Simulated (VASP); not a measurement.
# KZnF3 with optPBE-vdW: from relaxation to properties

Aim: relax KZnF3, then compute properties on the relaxed cell. The steps: full relaxation (optPBE-vdW), second relaxation, density, ELF and potential (optPBE-vdW), band structure (optPBE-vdW), density of states (optPBE-vdW), bands along the symmetry lines (TB-mBJ), band structure (r2SCAN) and band structure (HSE06). The start is a cell from a database of measured crystal structures.

Calculated with VASP 6.6.1; optPBE-vdW; plane waves and PAW (Zn, K_sv, F), in the first sound run; inputs show where later runs differ.

## 1. Starting point

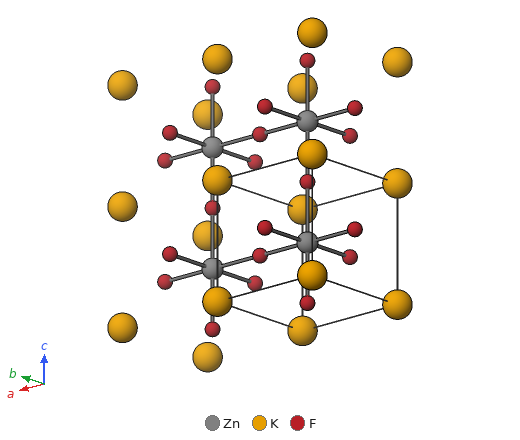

The cell as given, from a free direction (zinc grey, potassium orange, fluorine red). 2×1×2 cells are drawn. Some periodic images of atoms are drawn too.

## 2. Full relaxation (optPBE-vdW)

The start need not lie at this functional's minimum. ISIF = 3 frees volume, shape and positions, and EDIFFG sets the threshold on forces and stress at which the search stops. optPBE-vdW pairs nonlocal correlation with a PBE-like exchange and tends to long distances. LUSE_VDW switches on a nonlocal correlation term for dispersion.

Input file INCAR:

```
SYSTEM = KZnF3
PREC = Accurate
ENCUT = 520
EDIFF = 1E-06
NELM = 100
ISMEAR = -1
SIGMA = 0.05
LREAL = .FALSE.
ALGO = Normal
GGA = OR
AGGAC = 0
LUSE_VDW = .TRUE.
LASPH = .TRUE.
NBANDS = 27
LORBIT = 11
LWAVE = .FALSE.
LCHARG = .FALSE.
KPAR = 2
IBRION = 2
NSW = 60
ISIF = 3
EDIFFG = -0.01
```

Input file POSCAR:

```
KZnF3
1.0
    4.0500000000      0.0000000000      0.0000000000
    0.0000000000      4.0500000000      0.0000000000
    0.0000000000      0.0000000000      4.0500000000
Zn K F
1 1 3
Direct
    0.5000000000      0.5000000000      0.5000000000
    0.0000000000      0.0000000000      0.0000000000
    0.5000000000      0.0000000000      0.5000000000
    0.0000000000      0.5000000000      0.5000000000
    0.5000000000      0.5000000000      0.0000000000
```

Input file KPOINTS:

```
Automatic mesh
0
Gamma
5 5 5
0 0 0
```

PAW data sets: Zn, K_sv and F (PBE family, release 64).

On the command line:

```sh
$ mpirun -np 2 vasp_std
```

The log of the run:

```text
[banner, memory and clock lines left out]
running    2 mpi-ranks, on    1 nodes
 distrk:  each k-point on    1 cores,    2 groups
 distr:  one band on    1 cores,    1 groups

 POSCAR found type information on POSCAR ZnK F
 POSCAR found :  3 types and       5 ions
|                                                                             |
|               ----> ADVICE to this user running VASP <----                  |
|                                                                             |
|     You have switched on vdW-DFT.                                           |
|     This routine was written and supplied by Jiri Klimes. We recommend      |
|     that you carefully read and cite the following publications:            |
|       J. Klimes, D.R. Bowler, A. Michelides                                 |
|          J. Phys.: Cond Matt. 22 022201 (2010)                              |
|       J. Klimes, D.R. Bowler, A. Michelides                                 |
|          Phys. Rev. B. 83, 195131 (2011)                                    |
|     and references therein.                                                 |
|                                                                             |

|                                                                             |
|               ----> ADVICE to this user running VASP <----                  |
|                                                                             |
|     You enforced a specific xc type in the INCAR file but a different       |
|     [... a line on the potential file left out ...]
|     I HOPE YOU KNOW WHAT YOU ARE DOING!                                     |
|                                                                             |

 LDA part: xc-table for (Slater+PW92), standard interpolation
 POSCAR, INCAR and KPOINTS ok, starting setup
 FFT: planning ... GRIDC
 FFT: planning ... GRID_SOFT
 FFT: planning ... GRID
 WAVECAR not read
 entering main loop
       N       E                     dE             d eps       ncg     rms          rms(c)
DAV:   1     0.465896329194E+03    0.46590E+03   -0.22782E+04   540   0.187E+03
DAV:   2     0.289792069926E+02   -0.43692E+03   -0.42080E+03   599   0.473E+02
DAV:   3    -0.107868017136E+02   -0.39766E+02   -0.39551E+02   641   0.154E+02
DAV:   4    -0.117261273823E+02   -0.93933E+00   -0.93715E+00   853   0.215E+01
DAV:   5    -0.117400911512E+02   -0.13964E-01   -0.13955E-01   698   0.217E+00    0.119E+01
DAV:   6    -0.924266813202E+01    0.24974E+01   -0.79368E+00   775   0.375E+01    0.706E+00
DAV:   7    -0.931952775816E+01   -0.76860E-01   -0.15485E+00   594   0.818E+00    0.458E+00
DAV:   8    -0.933901854242E+01   -0.19491E-01   -0.58140E-01   708   0.159E+01    0.169E+00
DAV:   9    -0.930082299370E+01    0.38196E-01   -0.94440E-02   815   0.874E+00    0.673E-01
DAV:  10    -0.929608938231E+01    0.47336E-02   -0.82103E-02   775   0.676E+00    0.250E-01
DAV:  11    -0.929632147525E+01   -0.23209E-03   -0.12912E-02   618   0.113E+00    0.111E-01
DAV:  12    -0.929647745372E+01   -0.15598E-03   -0.53288E-04   653   0.313E-01    0.118E-01
DAV:  13    -0.929626622139E+01    0.21123E-03   -0.11272E-03   733   0.119E+00    0.308E-02
DAV:  14    -0.929628681588E+01   -0.20594E-04   -0.34114E-04   695   0.195E-01    0.109E-02
DAV:  15    -0.929628602107E+01    0.79481E-06   -0.10300E-05   672   0.282E-02    0.671E-03
DAV:  16    -0.929628516882E+01    0.85225E-06   -0.12798E-06   377   0.315E-02
   1 F= -.92962852E+01 E0= -.92962852E+01  d E =-.929629E+01
 curvature:   0.00 expect dE= 0.000E+00 dE for cont linesearch  0.000E+00
 trial: gam= 0.00000 g(F)=  0.000E+00 g(S)=  0.992E-01 ort = 0.000E+00 (trialstep = 0.100E+01)
 search vector abs. value=  0.992E-01
 bond charge predicted
       N       E                     dE             d eps       ncg     rms          rms(c)
DAV:   1    -0.105386121085E+02   -0.12423E+01   -0.22386E+01   602   0.624E+01    0.858E+00
DAV:   2    -0.946008519274E+01    0.10785E+01   -0.41652E+00   600   0.199E+01    0.240E+00
DAV:   3    -0.936376115926E+01    0.96324E-01   -0.14694E-01   642   0.966E+00    0.161E+00
DAV:   4    -0.934324670512E+01    0.20514E-01   -0.67588E-02   901   0.301E+00    0.937E-01
DAV:   5    -0.934218879388E+01    0.10579E-02   -0.70427E-03   794   0.679E-01    0.229E-01
DAV:   6    -0.934189918956E+01    0.28960E-03   -0.97371E-04   989   0.116E+00    0.401E-02
DAV:   7    -0.934189963340E+01   -0.44385E-06   -0.14288E-04   660   0.994E-02    0.259E-02
DAV:   8    -0.934189483331E+01    0.48001E-05   -0.29948E-05   861   0.955E-02    0.106E-02
DAV:   9    -0.934189240344E+01    0.24299E-05   -0.44779E-06   626   0.568E-02    0.326E-03
DAV:  10    -0.934189262484E+01   -0.22140E-06   -0.22242E-06   455   0.107E-02
   2 F= -.93418926E+01 E0= -.93418926E+01  d E =-.456075E-01
 trial-energy change:   -0.045607  1 .order   -0.047384   -0.099216    0.004447
 step:   0.9524(harm=  0.9571)  dis= 0.00000  next Energy=    -9.341999 (dE=-0.457E-01)
 bond charge predicted
       N       E                     dE             d eps       ncg     rms          rms(c)
DAV:   1    -0.934473839503E+01   -0.28460E-02   -0.50160E-02   649   0.287E+00    0.405E-01
DAV:   2    -0.934224456545E+01    0.24938E-02   -0.10116E-02   602   0.102E+00    0.111E-01
DAV:   3    -0.934203671533E+01    0.20785E-03   -0.31710E-04   647   0.492E-01    0.679E-02
DAV:   4    -0.934199315424E+01    0.43561E-04   -0.17223E-04   877   0.147E-01    0.396E-02
DAV:   5    -0.934199385412E+01   -0.69988E-06   -0.17550E-05   815   0.458E-02    0.998E-03
DAV:   6    -0.934199421891E+01   -0.36479E-06   -0.26233E-06   765   0.686E-02
   3 F= -.93419942E+01 E0= -.93419942E+01  d E =-.457091E-01
 curvature:  -0.47 expect dE=-0.148E-05 dE for cont linesearch -0.148E-05
 trial: gam=-0.00559 g(F)=  0.170E-65 g(S)=  0.314E-05 ort = 0.558E-03 (trialstep = 0.990E+00)
 search vector abs. value=  0.199E-09
 reached required accuracy - stopping structural energy minimisation
```

The job ended after 4.4 min (2 MPI ranks of AMD EPYC 7R43, shared host; peak memory 0.62 GiB; 8.7 min of CPU time).

The logs omit lines about the potential files and the build; timing stands in the text.

OUTCAR, selected parts (step 2):

```text
ion  position               nearest neighbor table
   1  0.500  0.500  0.500-   3 2.02   4 2.02   5 2.02   5 2.02   3 2.02   4 2.02
   2  0.000  0.000  0.000-
   3  0.500  0.000  0.500-   1 2.02   1 2.02
   4  0.000  0.500  0.500-   1 2.02   1 2.02
   5  0.500  0.500  0.000-   1 2.02   1 2.02

  LATTYP: Found a simple cubic cell.
 ALAT       =     4.0500000000

 Subroutine GETGRP returns: Found 48 space group operations
 (whereof 48 operations were pure point group operations)

The static configuration has the point symmetry O_h .

 Found     10 irreducible k-points:

   k-points           NKPTS =     10   k-points in BZ     NKDIM =     10   number of bands    NBANDS=     27

   dimension x,y,z NGX =    30 NGY =   30 NGZ =   30
   dimension x,y,z NGXF=    60 NGYF=   60 NGZF=   60

   ENCUT  =  520.0 eV  38.22 Ry    6.18 a.u.   7.53  7.53  7.53*2*pi/ulx,y,z

   NELECT =      42.0000    total number of electrons

 k-points in reciprocal lattice and weights: Automatic mesh
   0.00000000  0.00000000  0.00000000       0.008
   0.20000000  0.00000000  0.00000000       0.048
   0.40000000  0.00000000  0.00000000       0.048
   0.20000000  0.20000000  0.00000000       0.096
   0.40000000  0.20000000  0.00000000       0.192
   0.40000000  0.40000000  0.00000000       0.096
   0.20000000  0.20000000  0.20000000       0.064
   0.40000000  0.20000000  0.20000000       0.192
   0.40000000  0.40000000  0.20000000       0.192
   0.40000000  0.40000000  0.40000000       0.064

 average (electrostatic) potential at core
       1 -37.3313       2 -35.6531       3 -78.6326       4 -78.6326       5 -78.6326

 E-fermi :  -0.4866

 k-point     1 :       0.0000    0.0000    0.0000
  band No.  band energies     occupation
    ...
     17      -3.1616      2.00000
     18      -3.1616      2.00000
     19      -2.9820      2.00000
     20      -2.9820      2.00000
     21      -2.9820      2.00000
     22       2.3680      0.00000
     23       7.5166      0.00000
     24       7.5166      0.00000
     25       7.8996      0.00000
     26       9.7918      0.00000
    ...

 k-point     2 :       0.2000    0.0000    0.0000
  band No.  band energies     occupation
    ...
     17      -3.1355      2.00000
     18      -3.1355      2.00000
     19      -3.0610      2.00000
     20      -2.9735      2.00000
     21      -2.9735      2.00000
     22       3.0912      0.00000
     23       7.6448      0.00000
     24       7.8073      0.00000
     25       8.3743      0.00000
     26       9.7820      0.00000
    ...

 k-point     3 :       0.4000    0.0000    0.0000
  band No.  band energies     occupation
    ...
     17      -3.1280      2.00000
     18      -3.1280      2.00000
     19      -2.9920      2.00000
     20      -2.9278      2.00000
     21      -2.9278      2.00000
     22       4.5907      0.00000
     23       7.1653      0.00000
     24       8.3135      0.00000
     25       9.7628      0.00000
     26       9.7628      0.00000
    ...

Total vdW correction in eV:      9.3179014

  Total        0.0104089      0.0104089      0.0104089     -0.0000000      0.0000000     -0.0000000
  in kB        0.2386543      0.2386543      0.2386543     -0.0000000      0.0000000     -0.0000000
  external PRESSURE =       0.2386543 kB  Pullay stress =       0.0000000 kB

  energy-cutoff  :      520.00
  volume of cell :       69.88
      direct lattice vectors                 reciprocal lattice vectors
     4.118905627  0.000000000  0.000000000     0.242782936 -0.000000000  0.000000000
     0.000000000  4.118905627  0.000000000    -0.000000000  0.242782936 -0.000000000
    -0.000000000  0.000000000  4.118905627    -0.000000000 -0.000000000  0.242782936

 POSITION                                       TOTAL-FORCE (eV/Angst)
 -----------------------------------------------------------------------------------
      2.05945      2.05945      2.05945        -0.000000      0.000000      0.000000
      0.00000      0.00000      0.00000         0.000000      0.000000      0.000000
      2.05945      0.00000      2.05945        -0.000000      0.000000      0.000000
     -0.00000      2.05945      2.05945        -0.000000      0.000000      0.000000
      2.05945      2.05945      0.00000         0.000000      0.000000      0.000000
 -----------------------------------------------------------------------------------
    total drift:                                0.000000      0.000000     -0.000000

  FREE ENERGIE OF THE ION-ELECTRON SYSTEM (eV)
  ---------------------------------------------------
  free  energy   TOTEN  =        -9.3419942189 eV

  energy  without entropy=       -9.3419942188  energy(sigma->0) =       -9.34199422

Total vdW correction in eV:      9.3179191

 reached required accuracy - stopping structural energy minimisation

 total charge
# of ion       s       p       d       tot
------------------------------------------
    1        0.326   0.334   9.937  10.597
    2        1.951   5.567   0.020   7.538
    3        1.731   4.360   0.000   6.091
    4        1.731   4.360   0.000   6.091
    5        1.731   4.360   0.000   6.091
--------------------------------------------------
tot          7.471  18.982   9.957  36.410

[... 3 further parts left out ...]
```

CONTCAR:

```
KZnF3
   1.00000000000000
     4.1189056270061508    0.0000000000000000    0.0000000000000000
     0.0000000000000000    4.1189056270061508    0.0000000000000000
    -0.0000000000000000    0.0000000000000000    4.1189056270061508
  Zn              K               F
     1     1     3
Direct
     0.5000000000000000    0.5000000000000000    0.5000000000000000
     0.0000000000000000    0.0000000000000000    0.0000000000000000
     0.5000000000000000    0.0000000000000000    0.5000000000000000
     0.0000000000000000    0.5000000000000000    0.5000000000000000
     0.5000000000000000    0.5000000000000000    0.0000000000000000
```

The gap is read on the k-mesh alone, so it is an upper bound where the band edges lie off the mesh. The PAW data sets were made with PBE, which is usual practice but a small mismatch for other functionals. The run keeps the 48 symmetry operations of its start, so it cannot find a distortion of lower symmetry.

Step by step:

| step | energy less that of the first step (eV) | largest force (eV/Å) | pressure (GPa) | volume (Å³) |
| --- | --- | --- | --- | --- |
| 1 | 0.0000 | 0.0000 | 4.47 | 66.43 |
| 2 | -0.0456 | 0.0000 | -0.19 | 70.05 |
| 3 | -0.0457 | 0.0000 | 0.02 | 69.88 |

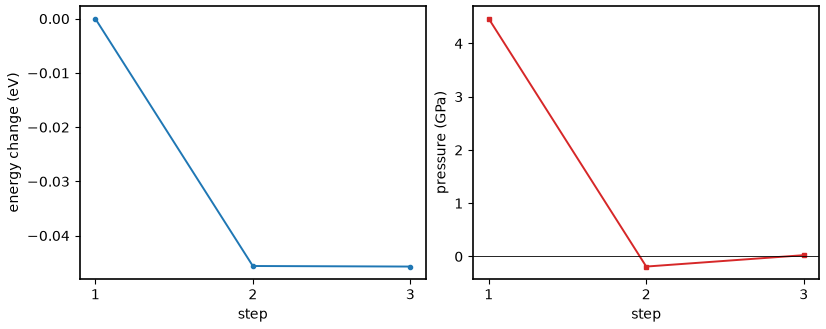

Energy and pressure along the relaxation.

| conventional cell, symmetrised | before | after | change |
| --- | --- | --- | --- |
| a (Å) | 4.050 | 4.119 | +1.7 % |
| b (Å) | 4.050 | 4.119 | +1.7 % |
| c (Å) | 4.050 | 4.119 | +1.7 % |
| volume (Å³/atom) | 13.29 | 13.98 | +5.2 % |

The relaxed structure:

```
Zn K F
1.0
     4.11891    0.00000    0.00000
     0.00000    4.11891    0.00000
     0.00000    0.00000    4.11891
Zn K F
1 1 3
Direct
  0.50000 0.50000 0.50000
  0.00000 0.00000 0.00000
  0.50000 0.00000 0.50000
  0.00000 0.50000 0.50000
  0.50000 0.50000 0.00000
```

A gap read on the k-mesh alone can miss the band edges.

Numbers from this step:

```
electrons                       : 42
bands                           : 27
irreducible k-points            : 10
symmetry operations             : 48
free energy (TOTEN)             : -9.342 eV
Fermi energy                    : -0.4866 eV
pressure                        : 0.02387 GPa
metallic                        : no
valence top at k                : 0.4, 0.4, 0
conduction bottom at k          : 0, 0, 0
least direct gap at k           : 0, 0, 0
SCF cycles over all ionic steps : 32
gap on the k-mesh               : 3.990 eV
least direct gap on the k-mesh  : 5.35 eV
```

It ends with forces that vanish by symmetry and a pressure of 0.02 GPa. The volume lies +5.2 % from that of the database's start.

[end of part 1 of 5]

[Lines on the potential files, build, host, timing and source positions are cut from VASP's logs without a mark.]

[Logs are printed without paths, hosts, clocks, repeated set-up lines and the standing remarks that a program may print on its own settings, such as how far it seeks lower states.]

[Hosts, paths, dates, database ids (printed as entryN), source tags and the programs' standing remarks are cut or masked in the printed files.]

[A measured line is paired with the nearest computed mode of its activity, which favours agreement.]
